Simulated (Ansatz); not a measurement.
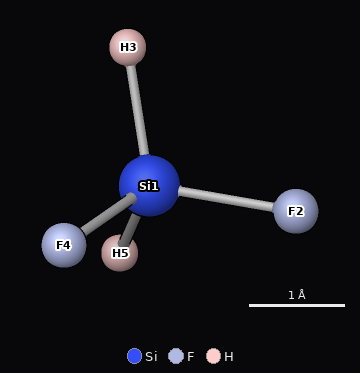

*The starting structure (ball-and-stick view, seen at a tilt; atoms are numbered from 1 in the order of the input).*

Bond lengths as drawn: F–Si 1.61 Å and H–Si 1.48 Å.

## Molecular dynamics, with input and output: SiH2F2 (part 1 of 2)

System: SiH2F2.
Method: RKS r2SCANh-D4/def2-SVP (Ansatz 0.2.0).

It belongs to a series of runs on one base structure; here: dynamics from the start. Figures and captions count atoms from 1; the log counts them from 0 in places.

### The input
```yaml
crystal:
  periodic: [false, false, false]
  atoms:
    - { symbol: Si, position_ang: [0.012753, -0.021595, -0.017334] }
    - { symbol: F, position_ang: [-6.8e-05, 0.000301, 1.591591] }
    - { symbol: H, position_ang: [1.414643, 0.035151, -0.478014] }
    - { symbol: F, position_ang: [-0.749856, 1.299385, -0.529889] }
    - { symbol: H, position_ang: [-0.737272, -1.207242, -0.478254] }
basis:
  gaussian: { orbitals: def2-SVP }
hamiltonian:
  xc: r2scanh
  dispersion: d4
md:
  timestep: 0.5
  n_steps: 150
  ensemble: nve
  temperature: 100.0
  initial_velocities: maxwell_boltzmann
  seed: 865569
```

Machine: 1 thread of Arm Neoverse V1, 24 GiB of memory available, shared host.

Command:
```bash
ansatz run input.yaml --threads 1 --pin off --max-ram 2048MiB --backend cpu --events-out ev --progress --plain --runs-dir out
```

### The program's output
```
Engine: ansatz 0.2.0, aarch64-unknown-linux-gnu
Functional definition: r2SCANh
  parameter a = 0.1
  parameter k0 = 0.174
  parameter k1 = 0.065
  parameter a1 = 4.9479
  exchange = (1 - a)*r2scan_x(k0 = k0, k1 = k1, a1 = a1) + a*exact_x
  correlation = r2scan_c
553 factors; integrals over basis functions are off by at most 4.5e-4 eV
mean field evaluation 1: about -13334.6519 eV, gradient 3.8e1 eV
mean field evaluation 2: about -13331.6609 eV, gradient 5.8e1 eV
mean field evaluation 4: about -13336.7111 eV, gradient 2.1e-1 eV
mean field evaluation 8: about -13336.7131 eV, gradient 4.8e-3 eV
mean field -13336.71310711 eV, -490.1151667374 hartree, gradient 7.7e-6 eV, S^2 0.000000; 0 other end points of the search recorded, 0 dependent functions left out
the calculation of the forces begins
reference -13336.71311341 eV, -490.1151669688 hartree; 17, 17 occupied and 39, 39 virtual orbitals, 553 factors
md step     0: t =     0.00 fs  T =   100.0 K  F+E_penalty+E_count = -13336.72662661 eV  E_kin = 0.038778 eV  conserved = -13336.68784861 eV  (22 SCF iters)
these checks for a lower state are left out or cut short: starts, cluster_reference, orbital_swaps, neighbouring_geometries, increment
553 factors; integrals over basis functions are off by at most 4.5e-4 eV
mean field evaluation 16: about -13336.7127 eV, gradient 2.0e-1 eV
mean field -13336.71278301 eV, -490.1151548270 hartree, gradient 1.0e-5 eV, S^2 0.000000; 0 other end points of the search recorded, 0 dependent functions left out
the calculation of the forces begins
reference -13336.71278931 eV, -490.1151550584 hartree; 17, 17 occupied and 39, 39 virtual orbitals, 553 factors
md step     1: t =     0.50 fs  T =    99.2 K  F+E_penalty+E_count = -13336.72629668 eV  E_kin = 0.038450 eV  conserved = -13336.68784669 eV  (20 SCF iters)
[... from here on the SCF iterations and repeated set-up lines of each step are left out, up to the last step ...]
md step     2: t =     1.00 fs  T =    96.7 K  F+E_penalty+E_count = -13336.72533670 eV  E_kin = 0.037495 eV  conserved = -13336.68784128 eV  (20 SCF iters)
md step     3: t =     1.50 fs  T =    92.8 K  F+E_penalty+E_count = -13336.72383193 eV  E_kin = 0.035999 eV  conserved = -13336.68783311 eV  (20 SCF iters)
md step     4: t =     2.00 fs  T =    87.9 K  F+E_penalty+E_count = -13336.72191040 eV  E_kin = 0.034087 eV  conserved = -13336.68782355 eV  (20 SCF iters)
md step     5: t =     2.50 fs  T =    82.3 K  F+E_penalty+E_count = -13336.71972285 eV  E_kin = 0.031909 eV  conserved = -13336.68781402 eV  (20 SCF iters)
md step     6: t =     3.00 fs  T =    76.4 K  F+E_penalty+E_count = -13336.71741978 eV  E_kin = 0.029614 eV  conserved = -13336.68780592 eV  (20 SCF iters)
md step     7: t =     3.50 fs  T =    70.5 K  F+E_penalty+E_count = -13336.71512935 eV  E_kin = 0.027329 eV  conserved = -13336.68780029 eV  (17 SCF iters)
md step     8: t =     4.00 fs  T =    64.8 K  F+E_penalty+E_count = -13336.71294117 eV  E_kin = 0.025144 eV  conserved = -13336.68779757 eV  (17 SCF iters)
md step     9: t =     4.50 fs  T =    59.6 K  F+E_penalty+E_count = -13336.71089938 eV  E_kin = 0.023102 eV  conserved = -13336.68779752 eV  (17 SCF iters)
md step    10: t =     5.00 fs  T =    54.7 K  F+E_penalty+E_count = -13336.70900612 eV  E_kin = 0.021207 eV  conserved = -13336.68779932 eV  (17 SCF iters)
md step    11: t =     5.50 fs  T =    50.1 K  F+E_penalty+E_count = -13336.70723415 eV  E_kin = 0.019432 eV  conserved = -13336.68780181 eV  (17 SCF iters)
md step    12: t =     6.00 fs  T =    45.8 K  F+E_penalty+E_count = -13336.70554517 eV  E_kin = 0.017741 eV  conserved = -13336.68780384 eV  (17 SCF iters)
md step    13: t =     6.50 fs  T =    41.5 K  F+E_penalty+E_count = -13336.70390863 eV  E_kin = 0.016104 eV  conserved = -13336.68780427 eV  (17 SCF iters)
md step    14: t =     7.00 fs  T =    37.4 K  F+E_penalty+E_count = -13336.70231794 eV  E_kin = 0.014515 eV  conserved = -13336.68780261 eV  (17 SCF iters)
md step    15: t =     7.50 fs  T =    33.5 K  F+E_penalty+E_count = -13336.70079911 eV  E_kin = 0.013000 eV  conserved = -13336.68779882 eV  (17 SCF iters)
md step    16: t =     8.00 fs  T =    30.0 K  F+E_penalty+E_count = -13336.69941151 eV  E_kin = 0.011618 eV  conserved = -13336.68779338 eV  (17 SCF iters)
md step    17: t =     8.50 fs  T =    27.0 K  F+E_penalty+E_count = -13336.69824074 eV  E_kin = 0.010454 eV  conserved = -13336.68778713 eV  (17 SCF iters)
md step    18: t =     9.00 fs  T =    24.8 K  F+E_penalty+E_count = -13336.69738543 eV  E_kin = 0.009604 eV  conserved = -13336.68778110 eV  (17 SCF iters)
md step    19: t =     9.50 fs  T =    23.6 K  F+E_penalty+E_count = -13336.69694077 eV  E_kin = 0.009164 eV  conserved = -13336.68777636 eV  (17 SCF iters)
md step    20: t =    10.00 fs  T =    23.7 K  F+E_penalty+E_count = -13336.69698177 eV  E_kin = 0.009208 eV  conserved = -13336.68777380 eV  (17 SCF iters)
md step    21: t =    10.50 fs  T =    25.2 K  F+E_penalty+E_count = -13336.69754896 eV  E_kin = 0.009775 eV  conserved = -13336.68777402 eV  (17 SCF iters)
md step    22: t =    11.00 fs  T =    28.0 K  F+E_penalty+E_count = -13336.69863860 eV  E_kin = 0.010861 eV  conserved = -13336.68777727 eV  (17 SCF iters)
md step    23: t =    11.50 fs  T =    32.0 K  F+E_penalty+E_count = -13336.70019910 eV  E_kin = 0.012416 eV  conserved = -13336.68778335 eV  (17 SCF iters)
md step    24: t =    12.00 fs  T =    37.0 K  F+E_penalty+E_count = -13336.70213381 eV  E_kin = 0.014342 eV  conserved = -13336.68779169 eV  (22 SCF iters)
md step    25: t =    12.50 fs  T =    42.6 K  F+E_penalty+E_count = -13336.70431033 eV  E_kin = 0.016509 eV  conserved = -13336.68780139 eV  (17 SCF iters)
md step    26: t =    13.00 fs  T =    48.4 K  F+E_penalty+E_count = -13336.70657486 eV  E_kin = 0.018764 eV  conserved = -13336.68781132 eV  (17 SCF iters)
md step    27: t =    13.50 fs  T =    54.0 K  F+E_penalty+E_count = -13336.70877006 eV  E_kin = 0.020950 eV  conserved = -13336.68782032 eV  (17 SCF iters)
md step    28: t =    14.00 fs  T =    59.1 K  F+E_penalty+E_count = -13336.71075357 eV  E_kin = 0.022926 eV  conserved = -13336.68782735 eV  (17 SCF iters)
md step    29: t =    14.50 fs  T =    63.4 K  F+E_penalty+E_count = -13336.71241454 eV  E_kin = 0.024583 eV  conserved = -13336.68783166 eV  (17 SCF iters)
md step    30: t =    15.00 fs  T =    66.7 K  F+E_penalty+E_count = -13336.71368524 eV  E_kin = 0.025852 eV  conserved = -13336.68783297 eV  (17 SCF iters)
md step    31: t =    15.50 fs  T =    68.9 K  F+E_penalty+E_count = -13336.71454538 eV  E_kin = 0.026714 eV  conserved = -13336.68783153 eV  (17 SCF iters)
md step    32: t =    16.00 fs  T =    70.1 K  F+E_penalty+E_count = -13336.71501800 eV  E_kin = 0.027190 eV  conserved = -13336.68782800 eV  (17 SCF iters)
md step    33: t =    16.50 fs  T =    70.5 K  F+E_penalty+E_count = -13336.71515801 eV  E_kin = 0.027334 eV  conserved = -13336.68782364 eV  (17 SCF iters)
md step    34: t =    17.00 fs  T =    70.2 K  F+E_penalty+E_count = -13336.71503438 eV  E_kin = 0.027215 eV  conserved = -13336.68781959 eV  (17 SCF iters)
md step    35: t =    17.50 fs  T =    69.4 K  F+E_penalty+E_count = -13336.71471143 eV  E_kin = 0.026895 eV  conserved = -13336.68781690 eV  (17 SCF iters)
md step    36: t =    18.00 fs  T =    68.1 K  F+E_penalty+E_count = -13336.71423239 eV  E_kin = 0.026416 eV  conserved = -13336.68781618 eV  (17 SCF iters)
md step    37: t =    18.50 fs  T =    66.5 K  F+E_penalty+E_count = -13336.71360980 eV  E_kin = 0.025792 eV  conserved = -13336.68781747 eV  (17 SCF iters)
md step    38: t =    19.00 fs  T =    64.5 K  F+E_penalty+E_count = -13336.71282483 eV  E_kin = 0.025005 eV  conserved = -13336.68782023 eV  (17 SCF iters)
md step    39: t =    19.50 fs  T =    61.9 K  F+E_penalty+E_count = -13336.71183577 eV  E_kin = 0.024012 eV  conserved = -13336.68782346 eV  (20 SCF iters)
md step    40: t =    20.00 fs  T =    58.7 K  F+E_penalty+E_count = -13336.71059336 eV  E_kin = 0.022767 eV  conserved = -13336.68782606 eV  (20 SCF iters)
md step    41: t =    20.50 fs  T =    54.8 K  F+E_penalty+E_count = -13336.70905882 eV  E_kin = 0.021232 eV  conserved = -13336.68782681 eV  (20 SCF iters)
md step    42: t =    21.00 fs  T =    50.0 K  F+E_penalty+E_count = -13336.70722109 eV  E_kin = 0.019396 eV  conserved = -13336.68782510 eV  (20 SCF iters)
md step    43: t =    21.50 fs  T =    44.6 K  F+E_penalty+E_count = -13336.70510798 eV  E_kin = 0.017287 eV  conserved = -13336.68782062 eV  (19 SCF iters)
md step    44: t =    22.00 fs  T =    38.6 K  F+E_penalty+E_count = -13336.70279037 eV  E_kin = 0.014977 eV  conserved = -13336.68781371 eV  (18 SCF iters)
md step    45: t =    22.50 fs  T =    32.4 K  F+E_penalty+E_count = -13336.70037776 eV  E_kin = 0.012573 eV  conserved = -13336.68780507 eV  (17 SCF iters)
md step    46: t =    23.00 fs  T =    26.3 K  F+E_penalty+E_count = -13336.69800714 eV  E_kin = 0.010211 eV  conserved = -13336.68779573 eV  (17 SCF iters)
md step    47: t =    23.50 fs  T =    20.7 K  F+E_penalty+E_count = -13336.69582680 eV  E_kin = 0.008040 eV  conserved = -13336.68778683 eV  (17 SCF iters)
md step    48: t =    24.00 fs  T =    16.0 K  F+E_penalty+E_count = -13336.69397825 eV  E_kin = 0.006199 eV  conserved = -13336.68777942 eV  (17 SCF iters)
md step    49: t =    24.50 fs  T =    12.4 K  F+E_penalty+E_count = -13336.69257913 eV  E_kin = 0.004805 eV  conserved = -13336.68777438 eV  (23 SCF iters)
md step    50: t =    25.00 fs  T =    10.2 K  F+E_penalty+E_count = -13336.69170949 eV  E_kin = 0.003937 eV  conserved = -13336.68777226 eV  (17 SCF iters)
md step    51: t =    25.50 fs  T =     9.4 K  F+E_penalty+E_count = -13336.69140322 eV  E_kin = 0.003630 eV  conserved = -13336.68777318 eV  (17 SCF iters)
md step    52: t =    26.00 fs  T =    10.0 K  F+E_penalty+E_count = -13336.69164573 eV  E_kin = 0.003869 eV  conserved = -13336.68777690 eV  (17 SCF iters)
md step    53: t =    26.50 fs  T =    11.9 K  F+E_penalty+E_count = -13336.69237803 eV  E_kin = 0.004595 eV  conserved = -13336.68778280 eV  (17 SCF iters)
md step    54: t =    27.00 fs  T =    14.7 K  F+E_penalty+E_count = -13336.69350658 eV  E_kin = 0.005717 eV  conserved = -13336.68779000 eV  (17 SCF iters)
md step    55: t =    27.50 fs  T =    18.4 K  F+E_penalty+E_count = -13336.69491743 eV  E_kin = 0.007120 eV  conserved = -13336.68779745 eV  (17 SCF iters)
md step    56: t =    28.00 fs  T =    22.4 K  F+E_penalty+E_count = -13336.69649283 eV  E_kin = 0.008689 eV  conserved = -13336.68780416 eV  (17 SCF iters)
md step    57: t =    28.50 fs  T =    26.6 K  F+E_penalty+E_count = -13336.69812729 eV  E_kin = 0.010318 eV  conserved = -13336.68780922 eV  (18 SCF iters)
md step    58: t =    29.00 fs  T =    30.8 K  F+E_penalty+E_count = -13336.69974112 eV  E_kin = 0.011929 eV  conserved = -13336.68781215 eV  (17 SCF iters)
md step    59: t =    29.50 fs  T =    34.7 K  F+E_penalty+E_count = -13336.70128812 eV  E_kin = 0.013475 eV  conserved = -13336.68781289 eV  (17 SCF iters)
md step    60: t =    30.00 fs  T =    38.5 K  F+E_penalty+E_count = -13336.70275634 eV  E_kin = 0.014944 eV  conserved = -13336.68781187 eV  (17 SCF iters)
md step    61: t =    30.50 fs  T =    42.2 K  F+E_penalty+E_count = -13336.70416116 eV  E_kin = 0.016351 eV  conserved = -13336.68780983 eV  (17 SCF iters)
md step    62: t =    31.00 fs  T =    45.7 K  F+E_penalty+E_count = -13336.70553255 eV  E_kin = 0.017725 eV  conserved = -13336.68780801 eV  (17 SCF iters)
md step    63: t =    31.50 fs  T =    49.2 K  F+E_penalty+E_count = -13336.70689790 eV  E_kin = 0.019091 eV  conserved = -13336.68780736 eV  (17 SCF iters)
md step    64: t =    32.00 fs  T =    52.8 K  F+E_penalty+E_count = -13336.70826618 eV  E_kin = 0.020458 eV  conserved = -13336.68780864 eV  (17 SCF iters)
md step    65: t =    32.50 fs  T =    56.2 K  F+E_penalty+E_count = -13336.70961619 eV  E_kin = 0.021804 eV  conserved = -13336.68781210 eV  (17 SCF iters)
md step    66: t =    33.00 fs  T =    59.5 K  F+E_penalty+E_count = -13336.71089265 eV  E_kin = 0.023075 eV  conserved = -13336.68781743 eV  (17 SCF iters)
md step    67: t =    33.50 fs  T =    62.4 K  F+E_penalty+E_count = -13336.71201132 eV  E_kin = 0.024188 eV  conserved = -13336.68782378 eV  (17 SCF iters)
md step    68: t =    34.00 fs  T =    64.6 K  F+E_penalty+E_count = -13336.71287231 eV  E_kin = 0.025042 eV  conserved = -13336.68782996 eV  (17 SCF iters)
md step    69: t =    34.50 fs  T =    65.9 K  F+E_penalty+E_count = -13336.71337858 eV  E_kin = 0.025544 eV  conserved = -13336.68783482 eV  (17 SCF iters)
md step    70: t =    35.00 fs  T =    66.1 K  F+E_penalty+E_count = -13336.71345507 eV  E_kin = 0.025618 eV  conserved = -13336.68783717 eV  (17 SCF iters)
md step    71: t =    35.50 fs  T =    65.1 K  F+E_penalty+E_count = -13336.71306532 eV  E_kin = 0.025229 eV  conserved = -13336.68783648 eV  (17 SCF iters)
md step    72: t =    36.00 fs  T =    62.9 K  F+E_penalty+E_count = -13336.71222068 eV  E_kin = 0.024388 eV  conserved = -13336.68783267 eV  (17 SCF iters)
md step    73: t =    36.50 fs  T =    59.7 K  F+E_penalty+E_count = -13336.71098176 eV  E_kin = 0.023156 eV  conserved = -13336.68782619 eV  (17 SCF iters)
md step    74: t =    37.00 fs  T =    55.8 K  F+E_penalty+E_count = -13336.70945157 eV  E_kin = 0.021634 eV  conserved = -13336.68781787 eV  (17 SCF iters)
md step    75: t =    37.50 fs  T =    51.5 K  F+E_penalty+E_count = -13336.70776218 eV  E_kin = 0.019953 eV  conserved = -13336.68780881 eV  (17 SCF iters)
md step    76: t =    38.00 fs  T =    47.1 K  F+E_penalty+E_count = -13336.70605748 eV  E_kin = 0.018257 eV  conserved = -13336.68780017 eV  (16 SCF iters)
md step    77: t =    38.50 fs  T =    43.0 K  F+E_penalty+E_count = -13336.70447492 eV  E_kin = 0.016682 eV  conserved = -13336.68779296 eV  (22 SCF iters)
md step    78: t =    39.00 fs  T =    39.6 K  F+E_penalty+E_count = -13336.70312919 eV  E_kin = 0.015341 eV  conserved = -13336.68778792 eV  (17 SCF iters)
md step    79: t =    39.50 fs  T =    36.9 K  F+E_penalty+E_count = -13336.70210011 eV  E_kin = 0.014315 eV  conserved = -13336.68778553 eV  (17 SCF iters)
md step    80: t =    40.00 fs  T =    35.2 K  F+E_penalty+E_count = -13336.70142588 eV  E_kin = 0.013640 eV  conserved = -13336.68778577 eV  (17 SCF iters)
md step    81: t =    40.50 fs  T =    34.3 K  F+E_penalty+E_count = -13336.70110307 eV  E_kin = 0.013315 eV  conserved = -13336.68778826 eV  (17 SCF iters)
md step    82: t =    41.00 fs  T =    34.3 K  F+E_penalty+E_count = -13336.70109269 eV  E_kin = 0.013300 eV  conserved = -13336.68779229 eV  (17 SCF iters)
md step    83: t =    41.50 fs  T =    34.9 K  F+E_penalty+E_count = -13336.70133149 eV  E_kin = 0.013535 eV  conserved = -13336.68779694 eV  (17 SCF iters)
md step    84: t =    42.00 fs  T =    36.0 K  F+E_penalty+E_count = -13336.70174686 eV  E_kin = 0.013946 eV  conserved = -13336.68780118 eV  (17 SCF iters)
md step    85: t =    42.50 fs  T =    37.3 K  F+E_penalty+E_count = -13336.70227275 eV  E_kin = 0.014469 eV  conserved = -13336.68780412 eV  (17 SCF iters)
md step    86: t =    43.00 fs  T =    38.8 K  F+E_penalty+E_count = -13336.70286402 eV  E_kin = 0.015059 eV  conserved = -13336.68780512 eV  (17 SCF iters)
md step    87: t =    43.50 fs  T =    40.5 K  F+E_penalty+E_count = -13336.70350616 eV  E_kin = 0.015702 eV  conserved = -13336.68780399 eV  (17 SCF iters)
md step    88: t =    44.00 fs  T =    42.3 K  F+E_penalty+E_count = -13336.70421821 eV  E_kin = 0.016417 eV  conserved = -13336.68780103 eV  (17 SCF iters)
md step    89: t =    44.50 fs  T =    44.5 K  F+E_penalty+E_count = -13336.70504750 eV  E_kin = 0.017251 eV  conserved = -13336.68779697 eV  (17 SCF iters)
md step    90: t =    45.00 fs  T =    47.1 K  F+E_penalty+E_count = -13336.70605714 eV  E_kin = 0.018264 eV  conserved = -13336.68779314 eV  (17 SCF iters)
md step    91: t =    45.50 fs  T =    50.3 K  F+E_penalty+E_count = -13336.70730718 eV  E_kin = 0.019516 eV  conserved = -13336.68779074 eV  (17 SCF iters)
md step    92: t =    46.00 fs  T =    54.3 K  F+E_penalty+E_count = -13336.70883493 eV  E_kin = 0.021044 eV  conserved = -13336.68779086 eV  (17 SCF iters)
md step    93: t =    46.50 fs  T =    58.9 K  F+E_penalty+E_count = -13336.71063797 eV  E_kin = 0.022844 eV  conserved = -13336.68779413 eV  (17 SCF iters)
md step    94: t =    47.00 fs  T =    64.1 K  F+E_penalty+E_count = -13336.71266444 eV  E_kin = 0.024864 eV  conserved = -13336.68780054 eV  (17 SCF iters)
md step    95: t =    47.50 fs  T =    69.6 K  F+E_penalty+E_count = -13336.71481351 eV  E_kin = 0.027004 eV  conserved = -13336.68780936 eV  (20 SCF iters)
md step    96: t =    48.00 fs  T =    75.1 K  F+E_penalty+E_count = -13336.71694637 eV  E_kin = 0.029127 eV  conserved = -13336.68781936 eV  (20 SCF iters)
md step    97: t =    48.50 fs  T =    80.1 K  F+E_penalty+E_count = -13336.71890565 eV  E_kin = 0.031077 eV  conserved = -13336.68782905 eV  (20 SCF iters)
md step    98: t =    49.00 fs  T =    84.3 K  F+E_penalty+E_count = -13336.72053917 eV  E_kin = 0.032702 eV  conserved = -13336.68783703 eV  (20 SCF iters)
md step    99: t =    49.50 fs  T =    87.4 K  F+E_penalty+E_count = -13336.72172273 eV  E_kin = 0.033881 eV  conserved = -13336.68784202 eV  (20 SCF iters)
md step   100: t =    50.00 fs  T =    89.1 K  F+E_penalty+E_count = -13336.72237833 eV  E_kin = 0.034535 eV  conserved = -13336.68784351 eV  (20 SCF iters)
md step   101: t =    50.50 fs  T =    89.3 K  F+E_penalty+E_count = -13336.72248334 eV  E_kin = 0.034642 eV  conserved = -13336.68784150 eV  (20 SCF iters)
md step   102: t =    51.00 fs  T =    88.3 K  F+E_penalty+E_count = -13336.72207059 eV  E_kin = 0.034234 eV  conserved = -13336.68783654 eV  (23 SCF iters)
md step   103: t =    51.50 fs  T =    86.1 K  F+E_penalty+E_count = -13336.72121962 eV  E_kin = 0.033390 eV  conserved = -13336.68782960 eV  (20 SCF iters)
md step   104: t =    52.00 fs  T =    83.1 K  F+E_penalty+E_count = -13336.72004147 eV  E_kin = 0.032220 eV  conserved = -13336.68782186 eV  (20 SCF iters)
md step   105: t =    52.50 fs  T =    79.5 K  F+E_penalty+E_count = -13336.71866007 eV  E_kin = 0.030846 eV  conserved = -13336.68781449 eV  (20 SCF iters)
md step   106: t =    53.00 fs  T =    75.8 K  F+E_penalty+E_count = -13336.71719335 eV  E_kin = 0.029385 eV  conserved = -13336.68780852 eV  (17 SCF iters)
md step   107: t =    53.50 fs  T =    72.0 K  F+E_penalty+E_count = -13336.71573716 eV  E_kin = 0.027933 eV  conserved = -13336.68780465 eV  (17 SCF iters)
md step   108: t =    54.00 fs  T =    68.5 K  F+E_penalty+E_count = -13336.71435406 eV  E_kin = 0.026551 eV  conserved = -13336.68780315 eV  (16 SCF iters)
md step   109: t =    54.50 fs  T =    65.2 K  F+E_penalty+E_count = -13336.71306852 eV  E_kin = 0.025265 eV  conserved = -13336.68780392 eV  (17 SCF iters)
md step   110: t =    55.00 fs  T =    62.1 K  F+E_penalty+E_count = -13336.71186899 eV  E_kin = 0.024063 eV  conserved = -13336.68780642 eV  (17 SCF iters)
md step   111: t =    55.50 fs  T =    59.1 K  F+E_penalty+E_count = -13336.71071647 eV  E_kin = 0.022907 eV  conserved = -13336.68780980 eV  (17 SCF iters)
md step   112: t =    56.00 fs  T =    56.1 K  F+E_penalty+E_count = -13336.70955818 eV  E_kin = 0.021745 eV  conserved = -13336.68781302 eV  (17 SCF iters)
md step   113: t =    56.50 fs  T =    52.9 K  F+E_penalty+E_count = -13336.70834428 eV  E_kin = 0.020529 eV  conserved = -13336.68781501 eV  (17 SCF iters)
md step   114: t =    57.00 fs  T =    49.6 K  F+E_penalty+E_count = -13336.70704481 eV  E_kin = 0.019230 eV  conserved = -13336.68781488 eV  (17 SCF iters)
md step   115: t =    57.50 fs  T =    46.0 K  F+E_penalty+E_count = -13336.70566368 eV  E_kin = 0.017852 eV  conserved = -13336.68781211 eV  (17 SCF iters)
```
